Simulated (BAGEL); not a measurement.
# OCS (carbonyl sulfide) at 4 levels

Wanted: a comparison of 4 runs (B3LYP/6-31G*, B3LYP/def2-TZVP, PBE0/def2-TZVP, RI-MP2/def2-TZVP) of OCS (carbonyl sulfide). 

The results are computed with BAGEL 1.2.2.

### Step 1. Starting point

The species is OCS (3 atoms), meant as a singlet with charge 0. As SMILES, `O=C=S`. The coordinates come from a PBE0-D4/def2-TZVP relaxation.

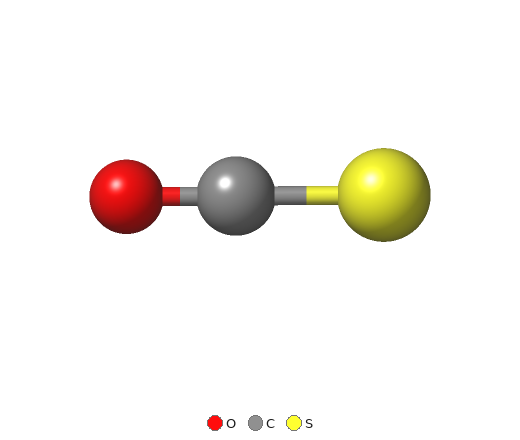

The structure, seen from a chosen angle (oxygen red, carbon grey, sulfur yellow).

### Step 2. A single-point energy at B3LYP/6-31G(d) (density fitting with cc-pvqz-jkfit, spherical functions) (run 1)

Contents of input.json:

```json
{ "bagel" : [

{
  "title" : "molecule",
  "basis" : "6-31gs.json",
  "df_basis" : "cc-pvqz-jkfit",
  "angstrom" : true,
  "geometry" : [
    { "atom" : "O", "xyz" : [       0.921990,       0.684410,       0.582150 ] },
    { "atom" : "C", "xyz" : [       0.096740,       0.071800,       0.061080 ] },
    { "atom" : "S", "xyz" : [      -1.018720,      -0.756210,      -0.643230 ] }
  ]
},

{ "title" : "ks", "xc_func" : "b3lyp" },

{ "title" : "print", "file" : "orbitals.molden", "orbitals" : true }

]}
```

The basis set 6-31G* is read from a file made from the Basis Set Exchange's data (not shown).

The run is started by

```
$ BAGEL_NUM_THREADS=1 BAGEL input.json > input.out
```

Log:

```text
* using 1 threads per process

  ===============================================================
  ===============================================================

  *** Geometry ***

  { "atom" : "O", "xyz" : [      1.742309,      1.293347,      1.100104 ] },
  { "atom" : "C", "xyz" : [      0.182812,      0.135682,      0.115424 ] },
  { "atom" : "S", "xyz" : [     -1.925102,     -1.429030,     -1.215529 ] },

  Number of auxiliary basis functions:      360

  Since a DF basis is specified, we compute 2- and 3-index integrals:
    o Being stored without compression. Storage requirement is 0.006 GB

  Number of basis functions:       46
  Number of electrons      :       30

    * METHOD: MOLECULE                             0.09

  *** Kohn-Sham DFT ***

    * Removing 3625 points whose weight is below 1.00e-10
    * Grid points: 41093

  === Nuclear Repulsion ===
    79.6549958938

       - DIIS with orbital gradients will be used.

  === KS iteration (b3lyp / 6-31gs.json) ===
      0       -501.02618194          0.15943638           0.09
      1       -506.02887371          0.12576234           0.07
      2       -491.59858842          0.25536073           0.06
      3       -510.67284422          0.07307204           0.06
      4       -510.59835445          0.08335206           0.06
      5       -511.45714438          0.01851314           0.06
      6       -511.50362827          0.01214747           0.06
      7       -511.52997531          0.00054888           0.06
      8       -511.53001504          0.00005955           0.06
      9       -511.53001570          0.00001593           0.06
     10       -511.53001573          0.00000179           0.06
     11       -511.53001573          0.00000059           0.06
     12       -511.53001573          0.00000014           0.06
     13       -511.53001573          0.00000004           0.06
     14       -511.53001573          0.00000001           0.06
    * SCF iteration converged.

    * Permanent dipole moment:
           (    0.111517,     0.082787,     0.070414) a.u.

    * METHOD: KS                                   1.04

    * METHOD: PRINT                                0.01

  ===============================================================
```

Wall time 1.3 s (1 thread of Arm Neoverse V1, shared host); peak memory 0.13 GiB.

### Step 3. A single-point energy at B3LYP/def2-TZVP (density fitting with cc-pvqz-jkfit) (run 2)

Contents of job.json:

```json
{ "bagel": [

{
  "title": "molecule",
  "basis": "def2-tzvp.json",
  "df_basis": "cc-pvqz-jkfit",
  "angstrom": true,
  "geometry": [
    { "atom": "O", "xyz": [       0.921990,       0.684410,       0.582150 ] },
    { "atom": "C", "xyz": [       0.096740,       0.071800,       0.061080 ] },
    { "atom": "S", "xyz": [      -1.018720,      -0.756210,      -0.643230 ] }
  ]
},

{ "title": "ks", "xc_func": "b3lyp" },

{ "title": "print", "file": "orbitals.molden", "orbitals": true }

]}
```

The basis set def2-TZVP is read from a file made from the Basis Set Exchange's data (not shown).

The run is started by

```
$ BAGEL_NUM_THREADS=1 BAGEL job.json > job.out
```

Log:

```text
* using 1 threads per process

  ===============================================================
  ===============================================================

  *** Geometry ***

  { "atom" : "O", "xyz" : [      1.742309,      1.293347,      1.100104 ] },
  { "atom" : "C", "xyz" : [      0.182812,      0.135682,      0.115424 ] },
  { "atom" : "S", "xyz" : [     -1.925102,     -1.429030,     -1.215529 ] },

  Number of auxiliary basis functions:      360

  Since a DF basis is specified, we compute 2- and 3-index integrals:
    o Being stored without compression. Storage requirement is 0.028 GB

  Number of basis functions:       99
  Number of electrons      :       30

    * METHOD: MOLECULE                             0.14

  *** Kohn-Sham DFT ***

    * Removing 3625 points whose weight is below 1.00e-10
    * Grid points: 41093

  === Nuclear Repulsion ===
    79.6549958938

       - DIIS with orbital gradients will be used.

  === KS iteration (b3lyp / def2-tzvp.json) ===
      0       -425.60745600          0.21703444           0.16
      1       -322.65899216          0.27455550           0.13
      2       -413.93882007          0.20699936           0.12
      3       -501.05364925          0.11976190           0.13
      4       -505.15966483          0.10824783           0.13
      5       -510.91680854          0.04353788           0.13
      6       -511.44960959          0.02585849           0.14
      7       -511.58826869          0.01050056           0.14
      8       -511.61768436          0.00216614           0.13
      9       -511.61927186          0.00065433           0.13
     10       -511.61939480          0.00019856           0.14
     11       -511.61941118          0.00003193           0.13
     12       -511.61941156          0.00000468           0.13
     13       -511.61941157          0.00000151           0.14
     14       -511.61941157          0.00000055           0.13
     15       -511.61941157          0.00000028           0.13
     16       -511.61941157          0.00000010           0.13
     17       -511.61941157          0.00000001           0.13
     18       -511.61941157          0.00000001           0.14
    * SCF iteration converged.

    * Permanent dipole moment:
           (    0.211371,     0.156907,     0.133462) a.u.

    * METHOD: KS                                   2.75

    * METHOD: PRINT                                0.02

  ===============================================================
```

It took 3.3 s on 1 thread of Arm Neoverse V1, shared host; peak memory 0.22 GiB.

Run 3 isn't shown in full; the table further down has it.

### Step 4. The energy at RI-MP2/def2-TZVP (density fitting with cc-pvqz-jkfit) (run 4)

Contents of input.json:

```json
{ "bagel": [

{
  "title": "molecule",
  "basis": "def2-tzvp.json",
  "df_basis": "cc-pvqz-jkfit",
  "angstrom": true,
  "geometry": [
    { "atom": "O", "xyz": [    0.921990,    0.684410,    0.582150 ] },
    { "atom": "C", "xyz": [    0.096740,    0.071800,    0.061080 ] },
    { "atom": "S", "xyz": [   -1.018720,   -0.756210,   -0.643230 ] }
  ]
},
{ "title": "hf" },
{ "title": "mp2", "ncore": 7 }

]}
```

The basis set def2-TZVP is read from a file made from the Basis Set Exchange's data (not shown).

The run is started by

```
$ BAGEL_NUM_THREADS=1 BAGEL input.json > input.out
```

Log:

```text
* using 1 threads per process

  ===============================================================
  ===============================================================

  *** Geometry ***

  { "atom" : "O", "xyz" : [      1.742309,      1.293347,      1.100104 ] },
  { "atom" : "C", "xyz" : [      0.182812,      0.135682,      0.115424 ] },
  { "atom" : "S", "xyz" : [     -1.925102,     -1.429030,     -1.215529 ] },

  Number of auxiliary basis functions:      360

  Since a DF basis is specified, we compute 2- and 3-index integrals:
    o Being stored without compression. Storage requirement is 0.028 GB

  Number of basis functions:       99
  Number of electrons      :       30

    * METHOD: MOLECULE                             0.14

  *** RHF ***

  === Nuclear Repulsion ===
    79.6549958938

      * DIIS with orbital gradients will be used.

  === RHF iteration (def2-tzvp.json) ===
      0       -510.16364077          0.02260522           0.04
      1       -510.19268693          0.02280242           0.04
      2       -510.33871452          0.00157897           0.04
      3       -510.34005035          0.00044474           0.04
      4       -510.34014737          0.00017168           0.04
      5       -510.34016184          0.00005530           0.04
      6       -510.34016445          0.00002531           0.04
      7       -510.34016498          0.00000527           0.04
      8       -510.34016499          0.00000420           0.04
      9       -510.34016500          0.00000048           0.04
     10       -510.34016500          0.00000013           0.04
     11       -510.34016500          0.00000006           0.04
     12       -510.34016500          0.00000002           0.04
     13       -510.34016500          0.00000001           0.04
    * SCF iteration converged.

    * Permanent dipole moment:
           (    0.204404,     0.151740,     0.129062) a.u.

    * METHOD: HF                                   0.70

  *** RHF ***

  === Nuclear Repulsion ===
    79.6549958938

      * DIIS with orbital gradients will be used.

  === RHF iteration (def2-tzvp.json) ===
      0       -510.34016500          0.00000000           0.04
    * SCF iteration converged.

    * Permanent dipole moment:
           (    0.204403,     0.151739,     0.129062) a.u.

  === DF-MP2 calculation ===

    * freezing 7 orbitals
    * 3-index integral transformation done
    * assembly done

      MP2 correlation energy:   -0.5406481429      0.03

      MP2 total energy:       -510.8808131424

    * METHOD: MP2                                  0.11

  ===============================================================
```

Wall time 1.1 s (1 thread of Arm Neoverse V1, shared host); peak memory 0.094 GiB.

### Step 5. Overview of the runs

```csv
run,level,frozen core orbitals,energy (Eh),dipole moment (D),HOMO energy (eV),LUMO energy (eV),wall time
1,"B3LYP/6-31G* (density fitting with cc-pvqz-jkfit, spherical functions)",–,-511.530016,0.40,-8.29,-0.76,1.3 s
2,B3LYP/def2-TZVP (density fitting with cc-pvqz-jkfit),–,-511.619412,0.75,-8.41,-1.06,3.3 s
3,PBE0/def2-TZVP (density fitting with cc-pvqz-jkfit),–,-511.337428,0.70,-8.67,-0.82,2.9 s
4,RI-MP2/def2-TZVP (density fitting with cc-pvqz-jkfit),7,-510.880813,–,–,–,1.1 s
```

### Step 6. Outcome

| quantity | value |
| --- | --- |
| run 4: total energy | -510.88081 Eh |
| run 4: correlation energy (7 core orbitals frozen) | -540.6 mEh |

Over runs 1, 2, 3 the dipole moment (its size) runs from 0.40 D (B3LYP/6-31G*) to 0.75 D (B3LYP/def2-TZVP). Over runs 1, 2, 3 the HOMO–LUMO gap runs from 7.35 eV (B3LYP/def2-TZVP) to 7.85 eV (PBE0/def2-TZVP). Totals of different functionals can't be ranked against each other. All runs together took 8.6 s, the longest 3.3 s.
